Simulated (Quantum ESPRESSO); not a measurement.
# Convergence study of the plane-wave cutoff for KVF₃ (P4mm, 5 atoms in the cell)

```xyz
5
Lattice="4.1500 0.0000 0.0000 0.0000 4.1500 0.0000 0.0000 0.0000 4.1500" Properties=species:S:1:pos:R:3 pbc="T T T"
K      0.0000     0.0000     0.0500
V      2.0750     2.0750     2.0750
F      0.0000     2.0750     2.0750
F      2.0750     0.0000     2.0750
F      2.0750     2.0750     0.0000
```
Moments meant for the start (each program seeds them in its own way; μB, in the order of the atoms K V F F F): 0.0 2.0 0.0 0.0 0.0.

Method of the run: LDA (PW92), PseudoDojo standard norm-conserving (LDA) pseudopotentials (plane waves; Quantum ESPRESSO 7.5).

Base settings: ecutwfc = 85 Ry; occupations = smearing; smearing = fermi-dirac; degauss = 0.000734986 Ry; nspin = 2; potentials = {K: K.upf, V: V.upf, F: F.upf}; K_POINTS = automatic 2 2 2 0 0 0; conv_thr = 1e-10 Ry; mixing_beta = 0.2.

The mesh stays at the base's, so the ladder's end is converged at best in this setting alone.

Only quantities that move along the ladder and can be compared are tabulated; the gap is left out on so coarse a mesh.

The magnetic state is not the same in all runs (site moments differ, or a search went on to a lower state), so steps between rows are not convergence errors alone.

The count of work is k-points × plane waves × bands × iterations; it is no time. Core times come from one kind of shared machine, to one figure; runs under 30 s give none.

The starting cell comes from a database of computed structures (which also holds hypothetical and non-ambient phases and stackings), without a prior relaxation at this level. Its lattice was rescaled by up to half a per cent. One atom was moved a little off its site on purpose. With one magnetic atom in the cell only a parallel order is possible. In the base run, with a pressure of about -6 GPa the cell is away from its equilibrium volume at this level. The mesh is very coarse (it stands for a supercell whose shortest vector is 8 Å): a converged loop gives no converged values here.

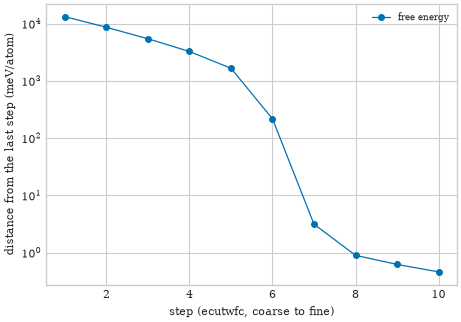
*Distance from the last step along the ladder; very small values are drawn at a floor.*

```csv
ecutwfc,free energy less the last step's (meV/atom),pressure (GPa),largest difference of a force vector from the last step's (eV/Å),net moment (μB/atom),count of work / last,core time / last (rough)
30 Ry,13247.58,-322.19,0.017,0.550,0.13,–
34 Ry,8632.42,-255.73,0.010,0.594,0.11,–
38 Ry,5449.67,-194.91,0.026,0.600,0.12,–
42 Ry,3263.69,-142.37,0.010,0.600,0.12,–
47 Ry,1662.85,-92.19,0.004,0.600,0.13,–
59 Ry,217.58,-25.12,0.000,0.600,0.18,0.3
76 Ry,3.15,-6.78,0.000,0.600,0.23,0.4
85 Ry,0.90,-6.30,0.000,0.600,0.27,0.3
102 Ry,0.62,-6.30,0.000,0.600,0.41,0.5
128 Ry,0.46,-6.30,0.000,0.600,0.53,0.5
204 Ry,0.00,-6.30,0.000,0.600,1.0,1
```

Coarsest ecutwfc that holds the net moment within 0.02 μB/atom of the last step, with all finer ones: 34 Ry, at 0.11 of the last step's count of work; the step before is off by 0.050 μB/atom.

Coarsest ecutwfc that holds the free energy within 2 meV/atom of the last step, with all finer ones: 85 Ry, at 0.27 of the last step's count of work and about 0.3 of the last step's time; the step before is off by 3.1 meV/atom.

Coarsest ecutwfc that holds the forces within 0.005 eV/Å of the last step, with all finer ones: 47 Ry, at 0.13 of the last step's count of work; the step before is off by 0.010 eV/Å.

At the lowest cutoff the pressure lies 316 GPa under the last step's, the usual sign of Pulay stress in an incomplete plane-wave basis.
